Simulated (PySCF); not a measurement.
## Two runs on C$_{3}$H$_{3}$ClO

System: C$_{3}$H$_{3}$ClO (acryloyl chloride), SMILES C=CC(=O)Cl.
Method of run A: GIAO PBE0/pcSseg-2 NMR shielding, non-relativistic, gas phase (PySCF 2.14.0).

The geometry comes from this level: GFN2-xTB. Text and figures count atoms from 1; the logs count them from 0 in places.

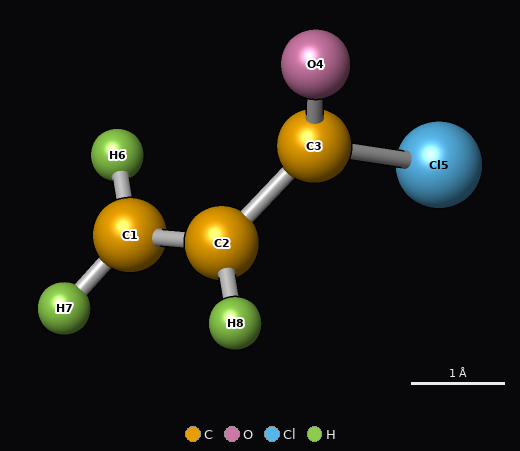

**Figure 1.** The structure as given in the input (ball-and-stick view, seen at a tilt; atoms are numbered from 1 in the order of the input).

The input, run A:
```
{"job": {"kind": "nmr", "xc": "PBE0", "basis": "pcSseg-2", "pop": false}, "charge": 0, "multiplicity": 1}
C     -1.249717    -0.023140    -0.154477
C     -0.057935    -0.489348     0.171240
C      1.148837     0.346108     0.274913
O      1.617469     0.881918     1.218352
Cl     1.950422     0.470697    -1.313012
H     -1.412137     1.019437    -0.369965
H     -2.108281    -0.669342    -0.213919
H      0.111343    -1.536330     0.386868
```

The first line tells a small driver script what to run in PySCF; the rest is the geometry in Å.

Command:
```bash
OMP_NUM_THREADS=1 python <driver script> task.json out
```

Hardware: 1 CPU thread, shared host.

Output (run A):
```
coarse grid: 7832 points
cycle   1  E = -651.1117048523  dE =  7.575e-01  |g| = 8.079e-01  |ddm| = 2.026e+00
cycle   2  E = -650.6027881473  dE =  5.089e-01  |g| = 1.837e+00  |ddm| = 1.237e+00
cycle   3  E = -651.2321226947  dE = -6.293e-01  |g| = 1.763e-01  |ddm| = 9.541e-01
cycle   4  E = -651.2387309227  dE = -6.608e-03  |g| = 8.075e-02  |ddm| = 2.189e-01
cycle   5  E = -651.2399860464  dE = -1.255e-03  |g| = 2.393e-02  |ddm| = 6.544e-02
cycle   6  E = -651.2401150424  dE = -1.290e-04  |g| = 8.023e-03  |ddm| = 2.174e-02
cycle   7  E = -651.2401294650  dE = -1.442e-05  |g| = 2.765e-03  |ddm| = 6.174e-03
cycle   8  E = -651.2401312326  dE = -1.768e-06  |g| = 5.039e-04  |ddm| = 2.208e-03
final grid: 72696 points
cycle   9  E = -651.2431900694  dE = -4.816e-05  |g| = 1.042e-02  |ddm| = 3.111e-02
cycle  10  E = -651.2431344086  dE =  5.566e-05  |g| = 2.006e-02  |ddm| = 1.449e-02
cycle  11  E = -651.2432087569  dE = -7.435e-05  |g| = 2.180e-03  |ddm| = 1.044e-02
cycle  12  E = -651.2432096454  dE = -8.885e-07  |g| = 4.928e-04  |ddm| = 1.557e-03
cycle  13  E = -651.2432096989  dE = -5.347e-08  |g| = 1.507e-04  |ddm| = 4.127e-04
cycle  14  E = -651.2432097040  dE = -5.107e-09  |g| = 4.953e-05  |ddm| = 1.248e-04
cycle  15  E = -651.2432097046  dE = -5.434e-10  |g| = 1.438e-05  |ddm| = 4.484e-05
converged SCF energy = -651.2432097046

GIAO shielding tensors (ppm)
atom      isotropic    diamagn.    paramagn.     s11        s22        s33       span
  0 C       59.189     252.369    -193.180    -55.902     57.658    175.811    231.713
  1 C       39.818     255.336    -215.518    -80.260     59.611    140.104    220.364
  2 C        0.420     250.818    -250.398   -109.052     53.308     57.005    166.058
  3 O     -273.484     393.686    -667.170   -684.814   -382.909    247.270    932.084
  4 Cl     421.873    1146.659    -724.786     17.229    334.163    914.228    896.998
  5 H       25.987      31.203      -5.216     22.369     25.779     29.815      7.446
  6 H       25.989      30.288      -4.299     23.723     25.732     28.513      4.790
  7 H       24.693      30.556      -5.863     21.882     25.260     26.937      5.055
```

For run B the input was changed thus:
```diff
-C     -1.249717    -0.023140    -0.154477
-C     -0.057935    -0.489348     0.171240
-C      1.148837     0.346108     0.274913
-O      1.617469     0.881918     1.218352
-Cl     1.950422     0.470697    -1.313012
-H     -1.412137     1.019437    -0.369965
-H     -2.108281    -0.669342    -0.213919
-H      0.111343    -1.536330     0.386868
+C     -1.285974    -0.042978     0.117099
+C     -0.053820    -0.445641    -0.176048
+C      1.087498     0.439016     0.054180
+O      1.090142     1.543989     0.490219
+Cl     2.616984    -0.330763    -0.408647
+H     -1.460018     0.938845     0.527168
+H     -2.144359    -0.672947    -0.041449
+H      0.158606    -1.420108    -0.587086
```

How does run B compare with run A?

With the same method and basis, run B lies 5.9 kcal/mol lower. The HOMO goes from −8.39 to −8.60 eV. The LUMO goes from −1.38 to −2.43 eV. The dipole moment goes from 2.82 to 3.28 D. Of all shieldings, the largest change is that of O4, by +49.2 ppm. The number of SCF iterations is the same.

Output (run B):
```
coarse grid: 7832 points
cycle   1  E = -651.1254631277  dE =  7.494e-01  |g| = 7.991e-01  |ddm| = 2.029e+00
cycle   2  E = -650.6101769645  dE =  5.153e-01  |g| = 1.830e+00  |ddm| = 1.635e+00
cycle   3  E = -651.2425536522  dE = -6.324e-01  |g| = 1.673e-01  |ddm| = 1.263e+00
cycle   4  E = -651.2483469479  dE = -5.793e-03  |g| = 8.288e-02  |ddm| = 2.243e-01
cycle   5  E = -651.2497208580  dE = -1.374e-03  |g| = 2.071e-02  |ddm| = 7.577e-02
cycle   6  E = -651.2498129530  dE = -9.210e-05  |g| = 8.201e-03  |ddm| = 2.450e-02
cycle   7  E = -651.2498279755  dE = -1.502e-05  |g| = 2.816e-03  |ddm| = 6.645e-03
cycle   8  E = -651.2498298258  dE = -1.850e-06  |g| = 5.334e-04  |ddm| = 2.321e-03
final grid: 72696 points
cycle   9  E = -651.2526673535  dE = -4.722e-05  |g| = 1.075e-02  |ddm| = 3.087e-02
cycle  10  E = -651.2526063872  dE =  6.097e-05  |g| = 2.087e-02  |ddm| = 1.588e-02
cycle  11  E = -651.2526875475  dE = -8.116e-05  |g| = 2.138e-03  |ddm| = 1.212e-02
cycle  12  E = -651.2526883817  dE = -8.342e-07  |g| = 4.981e-04  |ddm| = 1.871e-03
cycle  13  E = -651.2526884390  dE = -5.729e-08  |g| = 1.535e-04  |ddm| = 4.467e-04
cycle  14  E = -651.2526884443  dE = -5.329e-09  |g| = 5.254e-05  |ddm| = 1.316e-04
cycle  15  E = -651.2526884449  dE = -6.239e-10  |g| = 1.495e-05  |ddm| = 5.164e-05
converged SCF energy = -651.2526884449

GIAO shielding tensors (ppm)
atom      isotropic    diamagn.    paramagn.     s11        s22        s33       span
  0 C       39.182     252.791    -213.609    -82.470     25.296    174.721    257.191
  1 C       41.134     256.010    -214.876    -70.186     70.216    123.372    193.559
  2 C        5.108     250.195    -245.087    -95.250     48.247     62.326    157.576
  3 O     -224.268     396.203    -620.471   -608.620   -343.354    279.169    887.789
  4 Cl     456.050    1146.215    -690.165     97.630    351.077    919.444    821.814
  5 H       24.708      31.218      -6.511     21.429     24.438     28.256      6.827
  6 H       25.468      30.172      -4.705     22.733     25.443     28.228      5.495
  7 H       24.852      31.664      -6.811     21.414     22.834     30.309      8.895
```

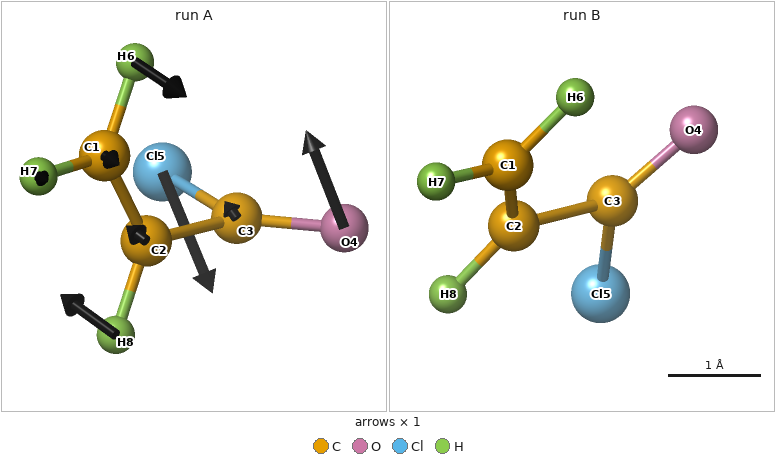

**Figure 2.** The two input geometries at one scale (ball-and-stick view, seen at a tilt). The black arrows on the first give the shifts of the atoms after the best rigid fit, at true length. Cl5 moves most after the best rigid fit: 1.44 Å. By element the largest moves are Cl 1.44 Å, O 1.15 Å, H 0.91 Å, C 0.33 Å. Among the contacts that change: C3–Cl5 1.783 → 1.774 Å, C2–C3 1.471 → 1.462 Å, C1–C2 1.321 → 1.329 Å, C3–O4 1.182 → 1.188 Å.

The two runs side by side:

| quantity | run A | run B |
| --- | --- | --- |
| outcome | converged | converged |
| total energy (hartree) | −651.243210 | −651.252688 |
| HOMO (eV) | −8.39 | −8.60 |
| LUMO (eV) | −1.38 | −2.43 |
| dipole moment (D) | 2.82 | 3.28 |
| shielding of C1 (ppm) | 59.2 | 39.2 |
| shielding of C2 (ppm) | 39.8 | 41.1 |
| shielding of C3 (ppm) | 0.4 | 5.1 |
| shielding of O4 (ppm) | −273.5 | −224.3 |
| shielding of Cl5 (ppm) | 421.9 | 456.1 |
| shielding of H6 (ppm) | 26.0 | 24.7 |
| shielding of H7 (ppm) | 26.0 | 25.5 |
| SCF iterations | 15 | 15 |
| basis functions | 229 | 229 |
| wall time (shared host) | 53 s | 46 s |
